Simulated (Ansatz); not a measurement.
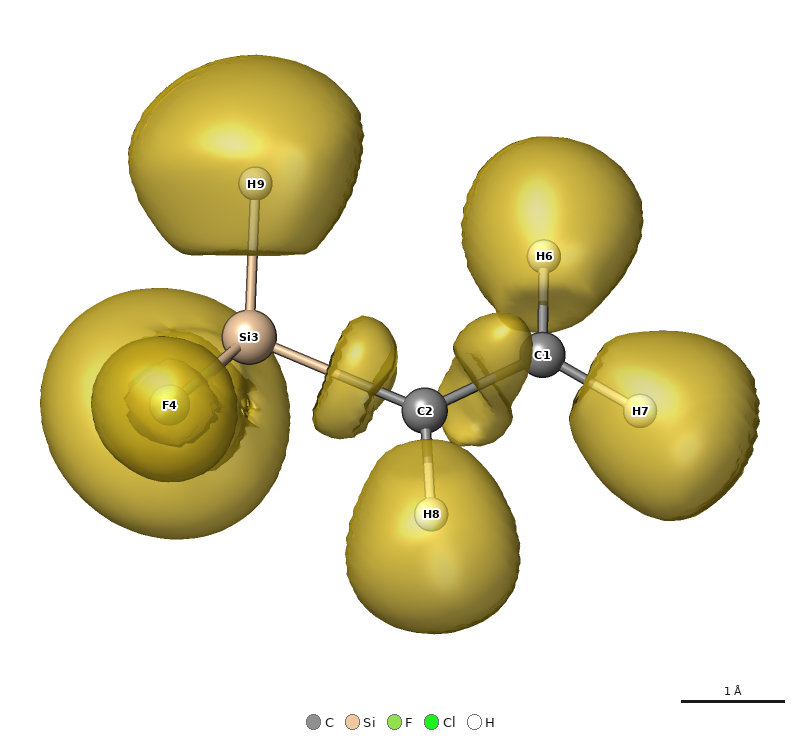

Figure. C₂H₄ClFSi (SMILES C=C[SiH](F)Cl). Isosurface of the electron localisation function at 0.8 (yellow), seen at a tilt. Only the valence region is drawn (cores and ρ < 0.01 e/Å³ removed).

Not at a stationary point (largest force 1.7 eV/Å).

Computed with Ansatz, SCF revpbe, Gaussian basis.

The calculation's input:

```
crystal:
  periodic: [false, false, false]
  atoms:
    - { symbol: C, position_ang: [0.6415, 0.783, 1.2205] }
    - { symbol: C, position_ang: [0.623, 0.2289, 0.0076] }
    - { symbol: Si, position_ang: [-0.6991, -0.8102, -0.7677] }
    - { symbol: F, position_ang: [0.1019, -1.8057, -1.7918] }
    - { symbol: Cl, position_ang: [-1.8359, 0.5211, -1.7746] }
    - { symbol: H, position_ang: [-0.2567, 0.762, 1.8807] }
    - { symbol: H, position_ang: [1.4592, 1.4316, 1.5526] }
    - { symbol: H, position_ang: [1.5386, 0.3683, -0.6302] }
    - { symbol: H, position_ang: [-1.4839, -1.5253, 0.2857] }
basis:
  gaussian:
    orbitals: cc-pVDZ
hamiltonian:
  xc: revpbe
output:
  orbitals: {}
  forces: true
```

Run with:

```sh
python methods_c2h4clfsi.py
```

> Identify the bonds, lone pairs and shells in this picture.

The ELF exceeds this value in one region between bonded C–C atoms (shared pairs), one region between bonded C–Si atoms (shared pairs), four regions around hydrogen nuclei, one region on Cl in which the atom's valence shell and bonds are merged and one region wrapped around F (its lone pairs, merged into a ring or cap). Along the contacts the grid gives the following. C–C (1.33 Å): the ELF peaks at about 0.90 between the atoms: a short, multiple covalent bond. Si–F (1.64 Å): the ELF peaks at about 0.80 in the valence shell of F, 0.6 Å from its nucleus, and is about 0.45 at the midpoint.
